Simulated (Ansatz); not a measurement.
# CdSe, response to strain

Start from CdSe in the zinc blende structure (space group F-43m, No. 216; a = 6.196 Å).

Strains are applied to the cell and any free atomic positions relax.

The values are results of PBE, PAW, 420 eV (Ansatz, an electronic-structure program; no spin-orbit coupling), earlier PAW set, not measurements.

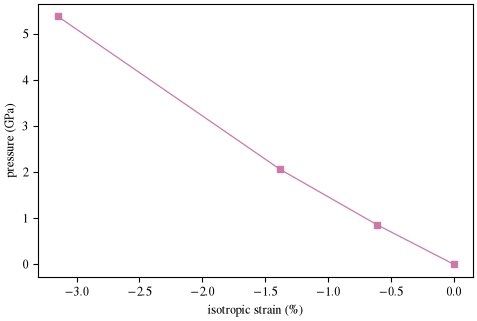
*Pressure against isotropic strain*

```tsv
isotropic strain (%)	pressure
-3.15	5.37 GPa
-1.38	2.05 GPa
-0.61	0.85 GPa
```

No phonon test of stability was made.
